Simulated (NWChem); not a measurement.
# SiH3OF (SMILES O[SiH2]F) at CAM-B3LYP/6-31G(d) (spherical functions)

Aim: the vertical ionisation energy of SiH3OF at CAM-B3LYP/6-31G* (spherical functions), from 2 runs. 

The results are computed with NWChem 7.3.0.

## Step 1: The molecule

The species is SiH3OF (6 atoms), meant as a singlet with charge 0. As SMILES, `O[SiH2]F`. Geometry: relaxed at PBE0-D4/def2-TZVP. This is one conformer, not always the lowest.

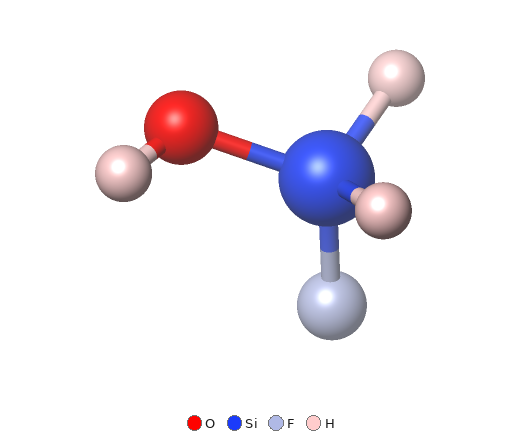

Viewed from a chosen angle; oxygen red, silicon blue, fluorine light blue, hydrogen pink.

## Step 2: A single-point energy at CAM-B3LYP/6-31G(d) (spherical functions)

mymol.nw reads:

```
start mymol
title "FH3OSi energy"
memory 2200 mb
charge 0

geometry noautosym nocenter noautoz
  O    -0.853500   -0.209200   -0.924100
  Si    0.378300   -0.009300    0.123900
  F     0.180800   -0.922800    1.417800
  H    -1.714200    0.150200   -0.705600
  H     1.595600   -0.458500   -0.575800
  H     0.455100    1.385600    0.617600
end

basis spherical bse
  * library 6-31G*
end

dft
  xc xcamb88 1.00 lyp 0.81 vwn_5 0.19 hfexch 1.00
  cam 0.33 cam_alpha 0.19 cam_beta 0.46
  grid fine
  convergence energy 1e-08
  direct
  maxiter 100
  mulliken
  noprint "final vectors analysis"
end

task dft energy
```

On the command line:

```bash
$ nwchem mymol.nw > mymol.out
```

Output, cut to the lines that bear on the results:

```text
[...]
          Wavefunction type:  closed shell.
          No. of atoms     :     6
          No. of electrons :    34
[...]
          Charge           :     0
          Spin multiplicity:     1
[...]
          AO basis - number of functions:    52
[...]
              XC Information
              --------------
                     Hartree-Fock (Exact) Exchange  1.000
                   CAM-Becke88 Exchange Functional  1.000
                      VWN V Correlation Functional  0.190 local
              Lee-Yang-Parr Correlation Functional  0.810
[...]
 d= 0,ls=0.0,diis     1   -466.3146437526 -5.86D+02  1.77D-02  6.89D-01     0.9
[...]
 d= 0,ls=0.0,diis     8   -466.3866633735 -6.16D-09  1.62D-06  2.00D-08     6.7
         Total DFT energy =     -466.386663373547
      One electron energy =     -884.082409146432
           Coulomb energy =      339.354955052171
    Exchange-Corr. energy =      -41.187647741899
 Nuclear repulsion energy =      119.528438462613
[...]
      Total Density - Mulliken Population Analysis
     ---------------------------------------------
    Atom       Charge   Shell Charges
 -----------   ------   -------------------------------------------------------
    1 O    8     8.70   2.00  0.89  2.96  0.93  1.91  0.02
    2 Si  14    13.12   2.00  2.00  5.96  0.87  1.58  0.14  0.22  0.34
    3 F    9     9.40   2.00  0.92  3.32  1.02  2.12  0.01
    4 H    1     0.56   0.46  0.10
    5 H    1     1.10   0.51  0.59
    6 H    1     1.12   0.51  0.61
[...]
```

Wall time 7.5 s (1 thread of Intel Xeon Platinum 8488C (Sapphire Rapids), shared host); peak memory 0.11 GiB.

## Step 3: The doublet cation at the same level

geom.nw reads:

```
start geom
title "FH3OSi energy"
memory total 2200 mb
charge 1

geometry units au noautosym nocenter noautoz
  O     -1.61288125    -0.39533071    -1.74629591
  Si     0.71488339    -0.01757445     0.23413707
  F      0.34166248    -1.74383927     2.67925370
  H     -3.23936852     0.28383686    -1.33339075
  H      3.01524700    -0.86643943    -1.08810430
  H      0.86001436     2.61840452     1.16709485
end

basis spherical bse
  O library 6-31G*
  Si library 6-31G*
  F library 6-31G*
  H library 6-31G*
end

dft
  xc xcamb88 1.00 lyp 0.81 vwn_5 0.19 hfexch 1.00
  cam 0.33 cam_alpha 0.19 cam_beta 0.46
  mult 2
  grid fine
  convergence energy 1e-08
  direct
  iterations 100
  mulliken
  noprint "final vectors analysis"
end

task dft
```

On the command line:

```bash
$ nwchem geom.nw > geom.out
```

Output, cut to the lines that bear on the results:

```text
[...]
          Wavefunction type:  spin polarized.
          No. of atoms     :     6
          No. of electrons :    33
[...]
          Charge           :     1
          Spin multiplicity:     2
[...]
          AO basis - number of functions:    52
[...]
              XC Information
              --------------
                     Hartree-Fock (Exact) Exchange  1.000
                   CAM-Becke88 Exchange Functional  1.000
                      VWN V Correlation Functional  0.190 local
              Lee-Yang-Parr Correlation Functional  0.810
[...]
 d= 0,ls=0.0,diis     1   -465.6794156542 -5.85D+02  1.74D-02  6.80D-01     1.1
[...]
 d= 0,ls=0.5,diis    45   -465.9472368696 -8.18D-09  2.20D-07  1.39D-08    46.0
[...]
         Total DFT energy =     -465.947236876058
      One electron energy =     -874.424999553934
           Coulomb energy =      329.726048483000
    Exchange-Corr. energy =      -40.776715658958
 Nuclear repulsion energy =      119.528429853834
[...]
      Total Density - Mulliken Population Analysis
     ---------------------------------------------
    Atom       Charge   Shell Charges
 -----------   ------   -------------------------------------------------------
    1 O    8     8.50   2.00  0.91  2.92  0.91  1.73  0.02
    2 Si  14    13.04   2.00  2.00  5.96  0.95  1.58  0.08  0.13  0.33
    3 F    9     9.28   2.00  0.94  3.30  1.02  2.02  0.01
    4 H    1     0.48   0.44  0.05
    5 H    1     0.88   0.46  0.41
    6 H    1     0.82   0.44  0.38
[...]
      <S2> =      0.7619 (Exact =     0.7500)
[...]
```

Wall time 48 s (1 thread of Intel Xeon Platinum 8488C (Sapphire Rapids), shared host); peak memory 0.11 GiB.

## Step 4: What came out

Level: CAM-B3LYP/6-31G* (spherical functions).

```
                                          quantity          value
                      singlet SiH3OF: total energy  -466.38666 Eh
                     singlet SiH3OF: dipole moment         1.70 D
                      doublet cation: total energy  -465.94724 Eh
                              doublet cation: ⟨S²⟩          0.762
vertical ionisation energy (to the doublet cation)      11.957 eV
```

**Reading.** Removing an electron at fixed nuclei costs 11.96 eV (276 kcal/mol). Mulliken charges (singlet SiH3OF) run from -0.70 on O1 to +0.88 on Si2. Mulliken charges (doublet cation) run from -0.50 on O1 to +0.96 on Si2; they depend strongly on the basis.
